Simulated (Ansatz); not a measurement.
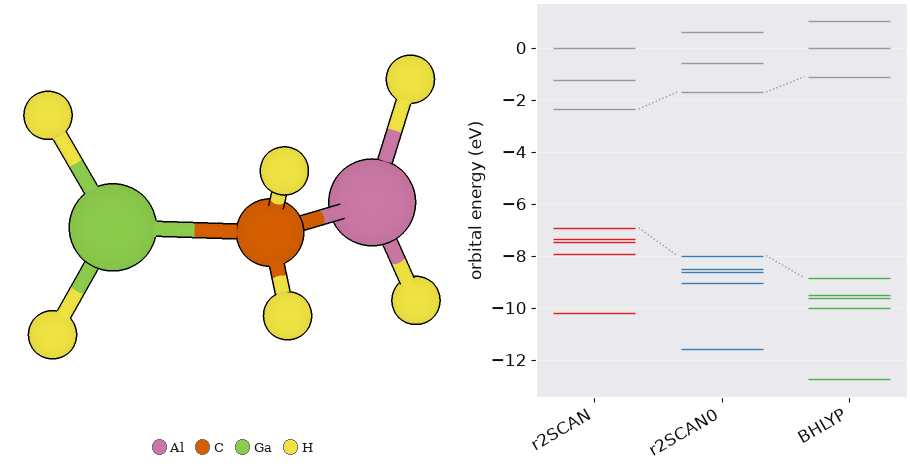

Frontier orbital energies of CH₆AlGa, SMILES [AlH2][CH2][GaH2], singlet at one geometry, def2-TZVPP, the Ansatz code, at a PBE0-D4/def2-TZVP geometry (a minimum by its frequencies). Empty levels are grey, levels within 0.1 eV stand side by side; all columns show the same few orbitals around the gap. Dotted lines join the HOMOs and the LUMOs.

Question: How do the frontier levels move from column to column?

Answer: The separation grows from 4.57 eV (r2SCAN) to 7.73 eV (BHLYP).

| level | HOMO (eV) | LUMO (eV) | separation (eV) |
| --- | --- | --- | --- |
| r2SCAN | −6.93 | −2.35 | 4.57 |
| r2SCAN0 | −7.99 | −1.71 | 6.29 |
| BHLYP | −8.85 | −1.12 | 7.73 |

Limits of at least one run: empty levels above zero depend strongly on the basis; no scalar relativity up to krypton.
